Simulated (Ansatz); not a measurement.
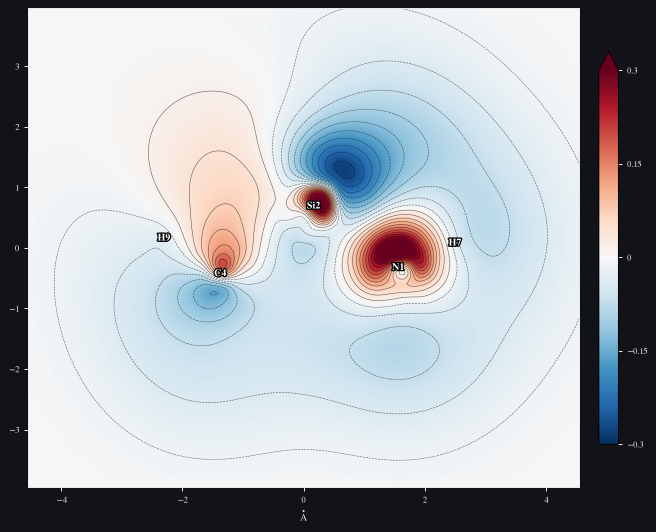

The picture shows: CH₆BrNOSi (SMILES N[SiH](Br)CO). The LUMO on the plane of atoms Si2, C4 and H9 (values in Å⁻³ᐟ²; the overall sign is arbitrary).

All numbers below come from RKS BLYP/def2-mTZVP (Ansatz 0.2.0).

```yaml
atoms:
  - { symbol: N, position_ang: [-0.2588, 1.8239, -0.3446] }
  - { symbol: Si, position_ang: [0.8759, 0.5345, -0.1713] }
  - { symbol: Br, position_ang: [1.8935, 0.3938, 1.9120] }
  - { symbol: C, position_ang: [-0.0741, -1.1128, -0.3344] }
  - { symbol: O, position_ang: [-1.1114, -1.2080, 0.6845] }
  - { symbol: H, position_ang: [-1.1555, 1.7405, 0.1372] }
  - { symbol: H, position_ang: [0.0552, 2.7940, -0.3498] }
  - { symbol: H, position_ang: [1.9874, 0.7475, -1.1342] }
  - { symbol: H, position_ang: [0.5998, -1.9848, -0.3079] }
  - { symbol: H, position_ang: [-0.6027, -1.1358, -1.2973] }
  - { symbol: H, position_ang: [-0.6606, -1.2673, 1.5525] }
```

Question: What is the character of this orbital?

Answer: It lies mainly on Si2 (about 30 %), Br3 (about 25 %), N1 (about 10 %), C4 (about 10 %), O5 (about 5 %) and H11 (about 5 %). Its energy is −0.80 eV.
